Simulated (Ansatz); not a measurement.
```xyz
9

C     0.7852    0.7980    0.0019
C     0.3677    1.4884   -1.1597
Ge    1.6987   -0.3593   -1.8753
O     0.3019   -1.5439   -2.0773
H    -0.5410   -1.3127   -1.6409
H     1.6432    1.1522    0.5926
H     0.1403    0.0480    0.4836
H    -0.6145    1.2964   -1.6165
H     0.8918    2.3947   -1.4981
```

Geometry: BLYP-D3(BJ)/def2-SVP.

Level of theory: isolated molecule in a Gaussian basis; Kohn-Sham density functional theory, functional PBE0 (Ansatz 0.2.0).

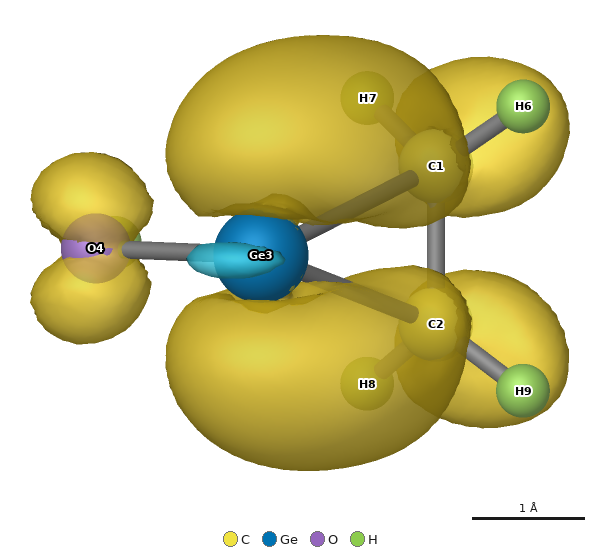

C2H5GeO (SMILES [OH][Ge]1[CH2][CH2]1) (doublet). Isosurfaces of the spin density at +0.015 (yellow) and −0.015 e/Å³ (cyan), seen across its widest extent.

Q: Which atoms carry the spin?

A: The unpaired spin (1 electron) lies mostly on Ge3 (about 0.4), C1 (about 0.2) and C2 (about 0.2), in electrons by Hirshfeld's partition.
